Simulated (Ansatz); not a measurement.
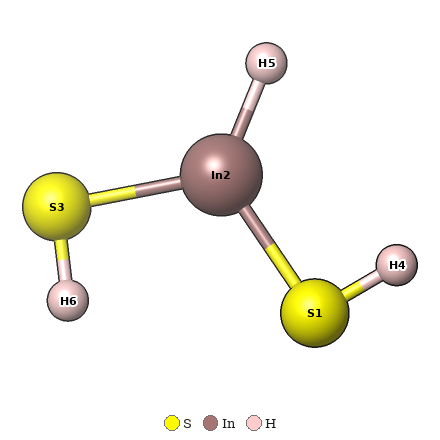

The system is H₃InS₂, SMILES [SH][InH][SH]; the picture shows the reference structure. Coordinates scanned: (1) bond length In2–S3; (2) dihedral S1–In2–S3–H6. Nothing is relaxed (all other coordinates rigid). The scan uses a 15 × 15 grid; 213 points were computed and 12 follow by symmetry. All energies are given in kcal/mol relative to the lowest grid point. Computed with Ansatz 0.2.0, RKS PBE0-D4/def2-TZVP.

Its coordinates:

```xyz
6

S    -0.7314   -1.7338    0.1073
In    0.2932    0.3373   -0.4719
S     0.3280    1.9087    1.3122
H    -0.5438   -2.2741   -1.1084
H     0.9447    0.6809   -2.0098
H    -0.2907    1.0810    2.1707
```

Range: bond length In2–S3 from 2.092 to 2.972 Å; dihedral S1–In2–S3–H6 from −180 to 156°.

Question: What will the energy surface look like?

Answer: The lowest grid point is at bond length In2–S3 = 2.407 Å, dihedral S1–In2–S3–H6 = −12°. There is a further well near bond length In2–S3 = 2.407 Å, dihedral S1–In2–S3–H6 = −180° (0.11 kcal/mol above the lowest at that grid point). The highest grid point, bond length In2–S3 = 2.972 Å, dihedral S1–In2–S3–H6 = −84°, lies 25.9 kcal/mol above the lowest. On the interpolated surface the easiest way out of the lowest well to the well at about bond length In2–S3 = 2.38 Å, dihedral S1–In2–S3–H6 = −180° passes a barrier of about 5 kcal/mol, counted from the interpolated bottom of the well. Round the minimum the two coordinates are nearly uncoupled.

| dihedral S1–In2–S3–H6 ↓, bond length In2–S3 → | 2.092 | 2.155 | 2.218 | 2.281 | 2.344 | 2.407 | 2.469 | 2.532 | 2.595 | 2.658 | 2.721 | 2.784 | 2.846 | 2.909 | 2.972 |
| --- | --- | --- | --- | --- | --- | --- | --- | --- | --- | --- | --- | --- | --- | --- | --- |
| 156 | 18.3 | 10.6 | 5.5 | 2.4 | 1.0 | 0.8 | 1.7 | 3.3 | 5.5 | 8.2 | 11.2 | 14.4 | 17.7 | 21.1 | 24.6 |
| 132 | 21.2 | 13.2 | 7.8 | 4.5 | 2.9 | 2.6 | 3.2 | 4.7 | 6.8 | 9.3 | 12.2 | 15.3 | 18.5 | 21.9 | 25.2 |
| 108 | 24.1 | 15.8 | 10.1 | 6.6 | 4.8 | 4.2 | 4.7 | 6.1 | 8.0 | 10.4 | 13.1 | 16.1 | 19.3 | 22.5 | 25.8 |
| 84 | 24.8 | 16.4 | 10.7 | 7.1 | 5.2 | 4.6 | 5.1 | 6.4 | 8.3 | 10.6 | 13.3 | 16.3 | 19.4 | 22.6 | 25.9 |
| 60 | 22.7 | 14.5 | 9.0 | 5.6 | 3.8 | 3.4 | 4.0 | 5.3 | 7.3 | 9.8 | 12.6 | 15.7 | 18.8 | 22.1 | 25.5 |
| 36 | 19.4 | 11.5 | 6.3 | 3.1 | 1.6 | 1.4 | 2.2 | 3.7 | 5.9 | 8.5 | 11.5 | 14.6 | 17.9 | 21.3 | 24.7 |
| 12 | 17.2 | 9.5 | 4.4 | 1.4 | 0.1 | 0.0 | 0.9 | 2.6 | 4.9 | 7.6 | 10.6 | 13.9 | 17.2 | 20.7 | 24.2 |
| −12 | 17.2 | 9.5 | 4.4 | 1.4 | 0.1 | 0.0 | 0.9 | 2.6 | 4.9 | 7.6 | 10.6 | 13.9 | 17.2 | 20.7 | 24.2 |
| −36 | 19.4 | 11.5 | 6.3 | 3.1 | 1.6 | 1.4 | 2.2 | 3.7 | 5.9 | 8.5 | 11.5 | 14.6 | 17.9 | 21.3 | 24.7 |
| −60 | 22.7 | 14.5 | 9.0 | 5.6 | 3.8 | 3.4 | 4.0 | 5.3 | 7.3 | 9.8 | 12.6 | 15.7 | 18.8 | 22.1 | 25.5 |
| −84 | 24.8 | 16.4 | 10.7 | 7.1 | 5.2 | 4.6 | 5.1 | 6.4 | 8.3 | 10.6 | 13.3 | 16.3 | 19.4 | 22.6 | 25.9 |
| −108 | 24.1 | 15.8 | 10.1 | 6.6 | 4.8 | 4.3 | 4.8 | 6.1 | 8.0 | 10.4 | 13.1 | 16.1 | 19.3 | 22.5 | 25.8 |
| −132 | 21.2 | 13.2 | 7.8 | 4.5 | 2.9 | 2.6 | 3.2 | 4.7 | 6.8 | 9.3 | 12.2 | 15.3 | 18.5 | 21.9 | 25.2 |
| −156 | 18.3 | 10.6 | 5.5 | 2.4 | 1.0 | 0.8 | 1.7 | 3.3 | 5.5 | 8.2 | 11.2 | 14.4 | 17.7 | 21.1 | 24.6 |
| −180 | 17.2 | 9.5 | 4.5 | 1.5 | 0.2 | 0.1 | 1.0 | 2.7 | 5.0 | 7.7 | 10.8 | 14.0 | 17.4 | 20.8 | 24.3 |

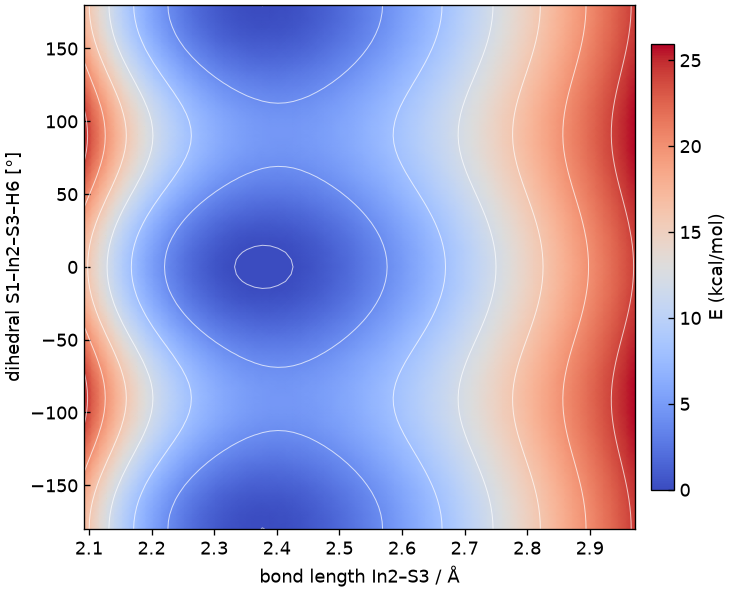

In the figure: a smooth colour map with a few white contour lines. Between grid points the surface is interpolated.

Time for the 213 points that were run: 25 min on 1 thread of Arm Neoverse V1, on a shared host.
